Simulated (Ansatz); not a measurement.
**Fields on a plane of Bi2Pt (space group Pa-3)**

```
Bi2Pt
1.0
    6.67089     0.00000     0.00000
    0.00000     6.67089     0.00000
    0.00000     0.00000     6.67089
Bi Pt
8 4
Cartesian
  2.46997   2.46997   2.46997
  4.20092   4.20092   4.20092
  0.86547   4.20092   5.80542
  5.80542   2.46997   0.86547
  5.80542   0.86547   4.20092
  0.86547   5.80542   2.46997
  4.20092   5.80542   0.86547
  2.46997   0.86547   5.80542
  0.00000   0.00000   0.00000
  3.33545   0.00000   3.33545
  3.33545   3.33545   0.00000
  0.00000   3.33545   3.33545
```

The slice is a {110} plane (indices of the conventional cell) through the point (0.500, 0.500, 0.000) (fractional), spanned by u = [100] and v = [011] in vectors of this cell: u (6.67 Å) and v (9.43 Å, at 90° to u). It covers one period; positions are fractions (u, v).

Atoms on it: Bi at (0.37, 0.63); Bi at (0.63, 0.37); Pt at (0.00, 0.50); Pt at (0.00, 0.00).

Method: LDA (plane waves to 420 eV, PAW, scalar-relativistic; Ansatz, a quantum-chemistry and plane-wave program). k mesh 6×6×6. Near the nuclei the fields are pseudised (PAW); where an atom keeps semicore shells as valence, they peak there. Bi2Pt is run without spin polarisation. Bi2Pt was relaxed with its symmetry unable to fall. Spin-orbit coupling is left out, though Bi and Pt are heavy.

```
|xxxxxxxx::**++--....::----::....--++**::xxxxxx|
|xxxxxx  ++##**++----==++++==----++**##++  xxxx|
|xxxx  ==##%%%%##******####********##%%##--  xx|
|::--**%%@@@@@@%%%%%%%%%%%%%%%%####%%####**==::|
|**##@@@@@@@@@@@@%%%%%%@@@@@@@@%%%%##**++++++++|
|**%%@@@@@@@@%%%%%%%%%%@@@@@@@@@@%%**==::..::==|
|++%%@@@@@@%%##++++++**##%%@@@@%%##++::      ::|
|++##%%@@%%**--        --**%%@@%%##==..      ..|
|++##%%%%**::  xxxxxxxx  ::**%%%%##++::      ::|
|**%%%%%%==  xxxxxxxxxxxx  ==##%%%%**==::..::==|
|**##%%##--  xxxxxxxxxxxx  ::##%%%%%%**++++++++|
|::--++++::  xxxxxxxxxxxx  ::##%%@@@@%%##**==::|
|xxxx  ::::  xxxxxxxxxxxx  --##%%@@@@@@##--  xx|
|xxxxxx  ::  xxxxxxxxxxxx  ==##%%@@@@%%++  xxxx|
|xxxxxxxx..--    xxxx    ::++++**##%%##--xxxxxx|
|xxxxxxxx..++++::    ..----..    ::++++..xxxxxx|
|xxxxxxxx--##%%##**++++::    xxxx    --..xxxxxx|
|xxxxxx  ++%%@@@@%%##==  xxxxxxxxxxxx  ::  xxxx|
|xxxx  --##@@@@@@%%##--  xxxxxxxxxxxx  ::::  xx|
|::::==**##%%@@@@%%##::  xxxxxxxxxxxx  ::++++--|
|**++++++++**%%%%%%##::  xxxxxxxxxxxx  --##%%##|
|**==::..::==**%%%%##==  xxxxxxxxxxxx  ==%%%%%%|
|++::      ::++##%%%%**::  xxxxxxxx  ::**%%%%##|
|++..      ..==##%%@@%%**--        --**%%@@%%##|
|++::      ::++##%%@@@@%%##**++++++##%%@@@@@@%%|
|**==::..::==**%%@@@@@@@@@@%%%%%%%%%%@@@@@@@@%%|
|**++++++++**##%%%%@@@@@@@@%%%%%%@@@@@@@@@@@@##|
|::::==**####%%####%%%%%%%%%%%%%%%%@@@@@@%%**--|
|xxxx  --##%%##********####******##%%%%##==  xx|
|xxxxxx  ++##**++----==++++==----++**##++  xxxx|
|xxxxxxxx::**++--....::----::....--++**::xxxxxx|
|xxxxxxxx..++++::    ..----..    ::++++..xxxxxx|
```
Scale: ten equal steps from 3.00 (start of ' ') to 11.69 (end of '@'), in the order ' .:-=+*#%@'. Values: electrostatic potential energy of an electron, from the cell's mean, in eV. The map has 23 points along u (two characters each, u = 0 at the left) and 32 along v (v = 0 in the bottom row). Points within 1 Å of a nucleus are blanked (x), as the pseudised field means little there. Values under 3 eV are set to 3. The zero, the cell's mean, hangs on the PAW cores.

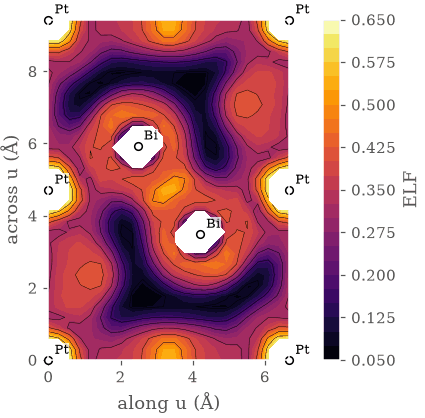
Fig. 1. Electron localisation function (ELF), one period of the plane, atoms marked. Points within 0.5 Å of a nucleus are left white, as the pseudised field means little there.

- Density on the Bi–Pt line (2.76 Å) at its midpoint: 0.42 e/Å³
- ELF at that point: 0.4
